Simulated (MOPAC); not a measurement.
**CH3AlBrN: excited-state calculation**

System: CH3AlBrN, SMILES C#[N+][AlH2-][Br].
Method: INDO/S, RHF, COSMO solvent water (MOPAC 23.2.5).

The geometry was optimised with PM6-D3H4.

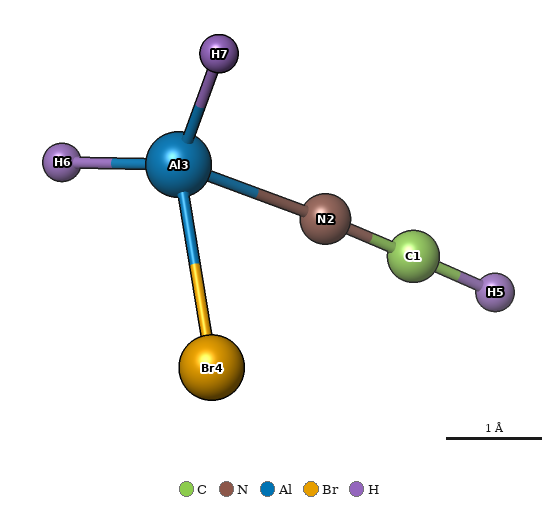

**Figure 1.** The structure as given in the input (ball-and-stick view, seen at a tilt; atoms are numbered from 1 in the order of the input). Sticks mark near contacts.

### The input (ch3albrn.mop)
```
1SCF SINGLET MAXCI=100 WRTCI=20 N**2=1.776 C.I.=6 CIS EPS=78.4 INDO AUX(PRECISION=6) THREADS=1


C -1.110468 1 -0.409149 1 1.287306 1
N -0.346455 1 -0.047159 1 0.511636 1
Al 0.917619 1 0.468442 1 -0.829300 1
Br 0.423780 1 -1.741190 1 -1.527945 1
H -1.820075 1 -0.759265 1 2.001210 1
H 2.333575 1 0.582893 1 -0.169090 1
H 0.249153 1 1.552271 1 -1.742041 1
```

Hardware: 1 thread of Arm Neoverse N1, 98 GiB of memory available, shared host.

Launch command:
```bash
mopac ch3albrn.mop
```

### Output
```
MOPAC v23.2.5
INDO CALCULATION RESULTS

 *  INDO       - The INDO Hamiltonian to be used
 *  MAXCI =  100 maximum CI states computed
 *  WRTCI =   20 maximum CI states printed
 *  CIS        - C.I. USES 1 ELECTRON EXCITATIONS ONLY
 *  SINGLET    - SPIN STATE DEFINED AS A SINGLET
 *  C.I.=6     - 6 M.O.S TO BE USED IN C.I.
 *  EPS=78.4   - USE COSMO IMPLICIT SOLVATION MODEL
 *  N**2=1.776 - USED IN COSMO-CI
 *  1SCF       - DO 1 SCF AND THEN STOP
 *  THREADS=1  - MULTI-THREADING NOT USED
 *  AUX        - OUTPUT AUXILIARY INFORMATION
 *  WARNING: Specified print options may not behave as expected with INDO
1SCF SINGLET MAXCI=100 WRTCI=20 N**2=1.776 C.I.=6 CIS EPS=78.4 INDO AUX(PRECISION=6) THREADS=1

   ATOM   CHEMICAL          X               Y               Z
  NUMBER   SYMBOL      (ANGSTROMS)     (ANGSTROMS)     (ANGSTROMS)

     1       C         -1.11046800  *  -0.40914900  *   1.28730600  *
     2       N         -0.34645500  *  -0.04715900  *   0.51163600  *
     3      Al          0.91761900  *   0.46844200  *  -0.82930000  *
     4      Br          0.42378000  *  -1.74119000  *  -1.52794500  *
     5       H         -1.82007500  *  -0.75926500  *   2.00121000  *
     6       H          2.33357500  *   0.58289300  *  -0.16909000  *
     7       H          0.24915300  *   1.55227100  *  -1.74204100  *

          CARTESIAN COORDINATES

    NO.       ATOM           X           Y           Z

     1         C         -1.1105     -0.4091      1.2873
     2         N         -0.3465     -0.0472      0.5116
     3        Al          0.9176      0.4684     -0.8293
     4        Br          0.4238     -1.7412     -1.5279
     5         H         -1.8201     -0.7593      2.0012
     6         H          2.3336      0.5829     -0.1691
     7         H          0.2492      1.5523     -1.7420

           Empirical Formula: C H3 N Al Br  =     7 atoms

      MOLECULAR POINT GROUP   :   Cs

 SINGLET STATE CALCULATION

      RHF CALCULATION, NO. OF DOUBLY OCCUPIED LEVELS = 11

 Summary of symmetry occupancy in each shell:

 SHELL
    1   11
    v    8
 TOTAL  19

                     MOLECULAR ORBITALS

    ROOT NO.    1           2           3           4           5           6

           -39.55726   -24.39130   -22.69566   -19.34625   -15.39026   -14.72179

  S  C   1   0.53326     0.50574     0.22375     0.06165     0.03659    -0.00138
 PX  C   1   0.20362    -0.19634    -0.17372    -0.29439     0.10753     0.32886
 PY  C   1   0.09507    -0.08478    -0.10744    -0.13817     0.15994    -0.16222
 PZ  C   1  -0.20780     0.20561     0.16183     0.30007    -0.03346     0.25147

  S  N   2   0.72003    -0.30993    -0.14588     0.14594    -0.19100     0.00416
 PX  N   2  -0.14834    -0.21552     0.00027     0.36884    -0.19060     0.46391
 PY  N   2  -0.07369    -0.07826    -0.04837     0.18242     0.06759    -0.22404
 PZ  N   2   0.14838     0.23461    -0.02943    -0.37164     0.30400     0.34435

  S Al   3   0.13105    -0.26924     0.07195     0.42654     0.45462    -0.00647
 PX Al   3  -0.09607     0.12465     0.01786    -0.11219     0.28636     0.31448
 PY Al   3  -0.04174     0.08368    -0.08868     0.01559     0.25781    -0.15561
 PZ Al   3   0.10010    -0.11195    -0.07654     0.15552    -0.20026     0.24404

  S Br   4   0.03317    -0.37882     0.87261    -0.25702    -0.00069    -0.00199
 PX Br   4  -0.00444     0.00039     0.00846     0.00128     0.04960     0.04381
 PY Br   4   0.01529    -0.05224     0.02682     0.07298    -0.02046    -0.01718
 PZ Br   4   0.01510    -0.03233     0.00532     0.04280    -0.07494     0.03742

  S  H   5   0.11631     0.43286     0.27472     0.33129    -0.09674     0.00135

  S  H   6   0.01966    -0.07165     0.01762     0.18645     0.44437     0.33379

  S  H   7   0.02005    -0.07211     0.01670     0.18703     0.42430    -0.34720

    ROOT NO.    7           8           9          10          11          12

           -14.11370   -12.70113   -10.69428   -10.33115   -10.16319    -0.57046

  S  C   1  -0.01286     0.00004     0.01502    -0.00146     0.01864    -0.03286
 PX  C   1   0.00266     0.32057     0.02251     0.00198     0.02551    -0.02447
 PY  C   1   0.47372    -0.15227     0.14036    -0.01599     0.16839    -0.23864
 PZ  C   1   0.30026     0.24267     0.05808    -0.00287     0.07036    -0.11359

  S  N   2   0.07979    -0.00212    -0.04908     0.00466    -0.05951     0.08375
 PX  N   2   0.12317     0.35722    -0.02790     0.00471    -0.02734     0.03836
 PY  N   2   0.67920    -0.17333     0.08697    -0.01048     0.11130     0.13277
 PZ  N   2   0.27093     0.27557     0.09059    -0.00673     0.10372     0.03153

  S Al   3  -0.14117     0.00448     0.07122    -0.00356     0.02608    -0.49846
 PX Al   3  -0.05898    -0.32799    -0.01945    -0.03288     0.00803    -0.01731
 PY Al   3   0.07082     0.15786    -0.28376     0.02875    -0.07620     0.50992
 PZ Al   3   0.12367    -0.25222    -0.15349    -0.01672    -0.06224     0.33138

  S Br   4   0.09799     0.00020    -0.06202     0.00250    -0.01016     0.10785
 PX Br   4   0.03347    -0.06190     0.44778     0.75659    -0.45581     0.08603
 PY Br   4  -0.18082     0.02692     0.79262    -0.38012     0.20527     0.34855
 PZ Br   4  -0.15306    -0.04610    -0.05378     0.52119     0.82315     0.09869

  S  H   5   0.02960    -0.00092    -0.01355     0.00114    -0.01394     0.03146

  S  H   6  -0.09318    -0.43157    -0.08189    -0.06346    -0.00827     0.25853

  S  H   7  -0.09429     0.43875    -0.07299     0.06878     0.00049     0.25432

    ROOT NO.   13          14          15          16          17          18

             0.53473     0.61802     1.82491     2.79819     4.35106     4.70067

  S  C   1  -0.00171    -0.01790     0.30356    -0.39153    -0.00193    -0.33297
 PX  C   1   0.58393    -0.00421     0.04928     0.00588     0.04188     0.19298
 PY  C   1  -0.23776     0.64823     0.11484     0.07110    -0.01865     0.08957
 PZ  C   1   0.46530     0.32427     0.00867     0.03551     0.03072    -0.19769

  S  N   2   0.00351     0.05295    -0.34138     0.24969    -0.00040    -0.19950
 PX  N   2  -0.45368     0.01084    -0.02302    -0.08908    -0.08062    -0.20856
 PY  N   2   0.18326    -0.51790    -0.12061    -0.13045     0.03634    -0.07767
 PZ  N   2  -0.36271    -0.27155    -0.04550     0.03499    -0.06002     0.22619

  S Al   3  -0.01456    -0.24601     0.35697     0.19977    -0.00152     0.09335
 PX Al   3  -0.04154    -0.01712    -0.19475     0.32325     0.58389    -0.39836
 PY Al   3   0.02028     0.04657     0.37804     0.48968    -0.27234    -0.22687
 PZ Al   3  -0.02903     0.05341     0.49110    -0.12344     0.44851     0.37810

  S Br   4   0.00056     0.01207     0.02928     0.03713     0.00011    -0.01761
 PX Br   4   0.00551     0.02696     0.03239     0.01866    -0.01657    -0.00488
 PY Br   4  -0.00113     0.02074     0.09420     0.09943     0.00798    -0.03522
 PZ Br   4   0.00172    -0.02327     0.01446     0.03592    -0.01274    -0.01490

  S  H   5   0.00086     0.01507    -0.27842     0.40168     0.00273     0.53071

  S  H   6   0.08623     0.17183    -0.24440    -0.29820    -0.42666     0.09987

  S  H   7  -0.06596     0.17888    -0.24658    -0.29872     0.43211     0.09504

    ROOT NO.   19

            12.25415

  S  C   1  -0.21492
 PX  C   1  -0.44323
 PY  C   1  -0.21224
 PZ  C   1   0.44796

  S  N   2   0.25606
 PX  N   2  -0.36573
 PY  N   2  -0.16823
 PZ  N   2   0.37453

  S Al   3   0.07446
 PX Al   3  -0.15652
 PY Al   3  -0.06667
 PZ Al   3   0.16456

  S Br   4  -0.00213
 PX Br   4  -0.00411
 PY Br   4  -0.00148
 PZ Br   4   0.00448

  S  H   5  -0.28551

  S  H   6   0.01761

  S  H   7   0.01730

 Reference determinate nber   1 is ALPHA 1 -  11
 SINGLE excitations FROM orbs   9 to  11 INTO orbs  12 to  14

 CI excitations=   10:        = 10
 The lowest   10 spin-adapted configurations of multiplicity=  1
     sym   eV   cm**-1 -dets- dipole oscilator X FRAG ....Excitations named from first reference determinate
                       tot  #  Debye  strength

   1      0.000      0.  1  1 10.6586 0.000000 0  0 (    )->(       )
   2      5.530  44604.  1  1 10.0216 0.001355 1  1 (  10)->(  12   )
   3      5.538  44664.  1  1 10.5295 0.034804 1  1 (  11)->(  12   )
   4      6.861  55340.  1  1  4.3085 0.000698 1  1 (  11)->(  13   )
   5      7.088  57172.  1  1 10.2451 0.360649 1  1 (   9)->(  12   )
   6      7.206  58121.  1  1  4.0730 0.081593 1  1 (  11)->(  14   )
   7      7.306  58927.  1  1  5.0440 0.000742 1  1 (  10)->(  13   )
   8      7.365  59400.  1  1  4.6093 0.001010 1  1 (  10)->(  14   )
   9      7.447  60068.  1  1  3.6984 0.000279 1  1 (   9)->(  13   )
  10      7.718  62253.  1  1  3.3312 0.069845 1  1 (   9)->(  14   )

 COSMO corrections to state energies
 State    Diag E (eV)   Uncorr E (eV)   Final E (eV)
     1        0.00000        0.00000        0.00000
     2        5.09993        5.41717        5.10179
     3        5.16732        5.52503        5.16826
     4        6.09193        6.77351        6.09312
     5        6.52403        7.29961        6.52677
     6        6.59442        7.18901        6.60554
     7        6.67440        7.36745        6.67517
     8        6.88570        7.53274        6.88724
     9        6.94394        7.24197        6.98910
    10        7.19948        7.71345        7.23597

 Depression of ground-state after CI=          0. cm**-1 Energy=   734.4225452 eV
 Dipole moment= -5.235497  3.159964  8.729855 tot= 10.658619 Debyes

  CI trans.  energy frequency wavelength oscillator--------- polarization---------  dipole  ------ components-----
 st.  symm.    eV      cm - 1       nm      strength       x          y         z       moment     x       y       z

   2      5.1017876    41149.    243.02  0.002016  -0.152075   0.825101   0.544133 10.794470  -7.229  -4.008   6.943
   3      5.1682555    41685.    239.90  0.000663   0.663172   0.046324   0.747032 10.372354  -6.946  -4.122   6.508
   4      6.0931212    49144.    203.48  0.000351  -0.534567   0.354421  -0.767218  3.731731   0.247  -3.009  -2.194
   5      6.5267659    52642.    189.96  0.000404   0.624185   0.592969  -0.508705  4.980509   0.574  -3.831  -3.130
   6      6.6055419    53277.    187.70  0.062554  -0.670230  -0.293996   0.681438  4.030116  -0.956  -3.761  -1.088
   7      6.6751744    53839.    185.74  0.001157  -0.063068  -0.271313   0.960423  4.665043  -0.241  -4.115  -2.185
   8      6.8872379    55549.    180.02  0.000723   0.598508  -0.595229  -0.536181  4.269290   0.597  -3.199  -2.764
   9      6.9891003    56371.    177.40  0.365795   0.036816  -0.830770  -0.555396  6.033486  -4.052  -2.370   3.790
  10      7.2359681    58362.    171.34  0.111651   0.528630   0.830520  -0.175465  4.883727  -2.994  -3.419   1.788

 Polarizability (au  ) xx=    2.83 xy=    2.17 yy=   15.17 xz=   -2.23 yz=    6.41 zz=    6.92
 Polarizability (A**3) xx=    0.42 xy=    0.32 yy=    2.25 xz=   -0.33 yz=    0.95 zz=    1.03

 Major CI contributions to CI states

State    1  0.0000     CI coeff  CI percent
    Config       1   1.00000000  1.00000000
 Total coeff printed             1.00000000

State    2  5.1018     CI coeff  CI percent
    Config       2  -0.11547058  0.01333346
    Config       3  -0.96303202  0.92743067
    Config       5   0.23637865  0.05587487
    Config       6  -0.05688294  0.00323567
 Total coeff printed             0.99987466

State    3  5.1683     CI coeff  CI percent
    Config       2   0.99144184  0.98295693
    Config       3  -0.10316499  0.01064302
    Config       5   0.06314294  0.00398703
    Config       8   0.04838401  0.00234101
 Total coeff printed             0.99992799

State    4  6.0931     CI coeff  CI percent
    Config       4  -0.94418439  0.89148417
    Config       7   0.06725649  0.00452344
    Config       9  -0.32009864  0.10246314
 Total coeff printed             0.99847075

State    5  6.5268     CI coeff  CI percent
    Config       4   0.06854310  0.00469816
    Config       5  -0.06632327  0.00439878
    Config       6  -0.12640764  0.01597889
    Config       7   0.98716090  0.97448664
 Total coeff printed             0.99956247

State    6  6.6055     CI coeff  CI percent
    Config       4   0.05319190  0.00282938
    Config       5   0.19058883  0.03632410
    Config       6   0.97067861  0.94221696
    Config       7   0.13279704  0.01763505
 Total coeff printed             0.99900549

State    7  6.6752     CI coeff  CI percent
    Config       2   0.04849751  0.00235201
    Config       8  -0.99860095  0.99720385
 Total coeff printed             0.99955586

State    8  6.8872     CI coeff  CI percent
    Config       4   0.31716812  0.10059562
    Config       9  -0.94646261  0.89579147
 Total coeff printed             0.99638708

State    9  6.9891     CI coeff  CI percent
    Config       3   0.22748527  0.05174955
    Config       5   0.88229536  0.77844510
    Config       6  -0.17921424  0.03211774
    Config      10  -0.36668580  0.13445848
 Total coeff printed             0.99677087

State   10  7.2360     CI coeff  CI percent
    Config       3  -0.09964264  0.00992866
    Config       5  -0.34679009  0.12026337
    Config       6   0.05854841  0.00342792
    Config      10  -0.92994724  0.86480187
 Total coeff printed             0.99842181

 -------------------------------------------------------------------------------
 1SCF SINGLET MAXCI=100 WRTCI=20 N**2=1.776 C.I.=6 CIS EPS=78.4 INDO AUX(PRECISION=6) THREADS=1

     1SCF WAS SPECIFIED, SO BFGS WAS NOT USED
     SCF FIELD WAS ACHIEVED

                              INDO CALCULATION
          VAN DER WAALS AREA      =        129.03 SQUARE ANGSTROMS

          DIELECTRIC ENERGY       =         -0.98628 EV
          COSMO AREA              =        129.03 SQUARE ANGSTROMS
          COSMO VOLUME            =        119.17 CUBIC ANGSTROMS

          IONIZATION POTENTIAL    =         10.163188 EV
          HOMO LUMO ENERGIES (EV) =        -10.163 -0.570
          NO. OF FILLED LEVELS    =         11
          MOLECULAR WEIGHT        =        135.9269         POINT GROUP:  Cs

          MOLECULAR DIMENSIONS (Angstroms)

            Atom       Atom       Distance
            H     6    H     5     4.87487
           Br     4    H     7     3.19298
            H     5   Br     4     2.24582

          SCF CALCULATIONS        =          2

          WALL-CLOCK TIME         =      0.051 SECONDS
          COMPUTATION TIME        =      0.053 SECONDS

   ATOM   CHEMICAL          X               Y               Z
  NUMBER   SYMBOL      (ANGSTROMS)     (ANGSTROMS)     (ANGSTROMS)

     1       C         -1.11046800  *  -0.40914900  *   1.28730600  *
     2       N         -0.34645500  *  -0.04715900  *   0.51163600  *
     3      Al          0.91761900  *   0.46844200  *  -0.82930000  *
     4      Br          0.42378000  *  -1.74119000  *  -1.52794500  *
     5       H         -1.82007500  *  -0.75926500  *   2.00121000  *
     6       H          2.33357500  *   0.58289300  *  -0.16909000  *
     7       H          0.24915300  *   1.55227100  *  -1.74204100  *

                             CARTESIAN COORDINATES

   1    C       -1.110468000    -0.409149000     1.287306000
   2    N       -0.346455000    -0.047159000     0.511636000
   3   Al        0.917619000     0.468442000    -0.829300000
   4   Br        0.423780000    -1.741190000    -1.527945000
   5    H       -1.820075000    -0.759265000     2.001210000
   6    H        2.333575000     0.582893000    -0.169090000
   7    H        0.249153000     1.552271000    -1.742041000

           Empirical Formula: C H3 N Al Br  =     7 atoms

      MOLECULAR POINT GROUP   :   Cs

                  EIGENVALUES
 -39.55726 -24.39130 -22.69566 -19.34625 -15.39026 -14.72179 -14.11370 -12.70113
 -10.69428 -10.33115 -10.16319  -0.57046   0.53473   0.61802   1.82491   2.79819
   4.35106   4.70067  12.25415

              NET ATOMIC CHARGES AND DIPOLE CONTRIBUTIONS

  ATOM NO.   TYPE          CHARGE      No. of ELECS.   s-Pop       p-Pop
    1          C           0.329200        3.6708     1.19233     2.47847
    2          N          -0.028479        5.0285     1.41168     3.61680
    3         Al           0.352165        2.6478     1.01843     1.62940
    4         Br          -0.643257        7.6433     1.97134     5.67191
    5          H           0.206626        0.7934     0.79337
    6          H          -0.110460        1.1105     1.11046
    7          H          -0.105796        1.1058     1.10580
 DIPOLE           X         Y         Z       TOTAL
 POINT-CHG.    -4.637     3.680     8.245    10.150
 HYBRID        -0.595    -0.518     0.482     0.925
 SUM           -5.232     3.162     8.727    10.655

          ATOMIC ORBITAL ELECTRON POPULATIONS

     Atom    s        px        py        pz
    1  C   1.19233   0.84140   0.78984   0.84723
    2  N   1.41168   1.20030   1.22618   1.19032
    3 Al   1.01843   0.66234   0.44924   0.51782
    4 Br   1.97134   1.98026   1.71603   1.97562
    5  H   0.79337
    6  H   1.11046
    7  H   1.10580

 *                    *
 * JOB ENDED NORMALLY *
 *                    *

 TOTAL JOB TIME:             0.05 SECONDS

 == MOPAC DONE ==
```

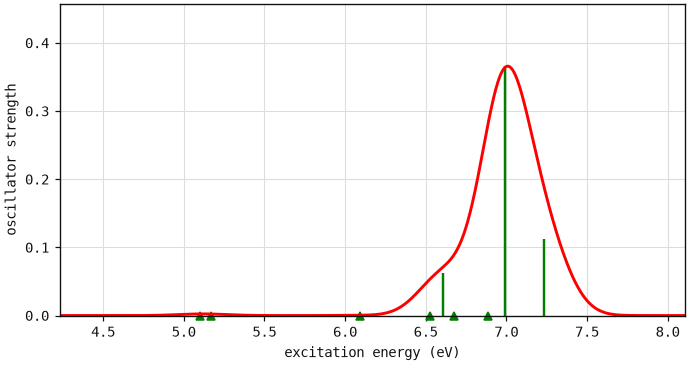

**Figure 2.** Computed excitations as sticks (degenerate states added up, dark ones marked on the axis), with a Gaussian envelope of 0.35 eV full width at half maximum, scaled to the tallest. Of the 9 states the lowest lies at 5.10 eV (f = 0.002); the strongest line is at 6.99 eV, or 177 nm (f = 0.366).

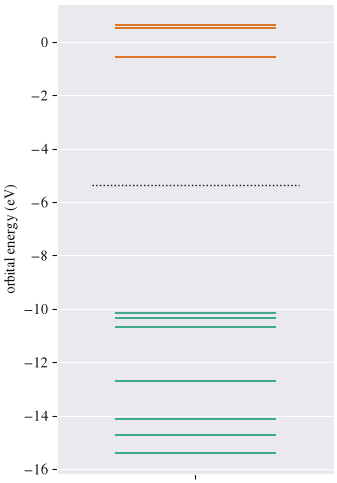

**Figure 3.** Orbital energies near the frontier; the dotted line parts filled from empty levels, and levels within 0.02 eV of each other stand side by side. Highest filled −10.16 eV, lowest empty −0.57 eV, 9.59 eV apart.

### Summary

| quantity | value |
| --- | --- |
| outcome | converged |
| basis functions | 19 |
| HOMO | −10.16 eV |
| LUMO | −0.57 eV |
| dipole moment | 10.65 D |
| lowest excitation | 5.10 eV |
| peak memory | 0.11 GiB |

### Notes

MOPAC's energies along a path are heats of formation.
